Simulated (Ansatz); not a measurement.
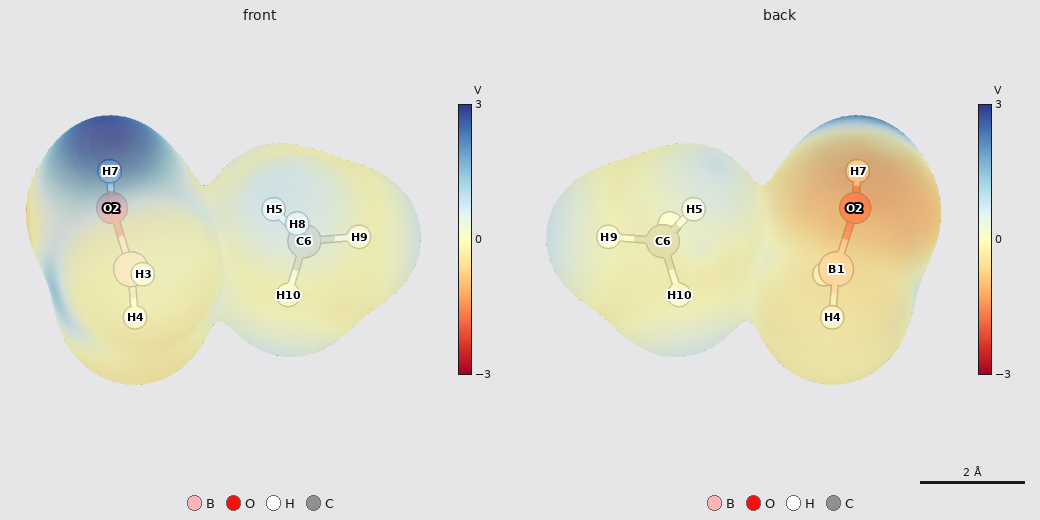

*BH3O···CH4. The electrostatic potential painted on the density surface at 0.002 e/bohr³, seen from the front and from behind; the colour scale runs from red (negative) to blue (positive).*

The reactant side of a reaction path; geometry: PBE0-D4/def2-TZVP.

All numbers below come from RKS PBE0-D4/def2-TZVPP in Ansatz 0.2.0.

```xyz
10

B    -0.1862    0.3273   -1.6653
O    -1.5147    0.1609   -1.5067
H     0.5288   -0.6151   -1.8764
H     0.2298    1.4466   -1.5941
H    -0.4917    0.1806    1.4911
C     0.5466   -0.1133    1.6427
H    -1.7956   -0.7553   -1.5741
H     0.7014   -1.1239    1.2650
H     0.7804   -0.0856    2.7066
H     1.2009    0.5778    1.1113
```

Q: Describe the electrostatic potential map.

A: The most negative region (about −1.2 V) lies over O2, the most positive (about +2.8 V) over H7. O2 is the likeliest acceptor of a hydrogen bond.
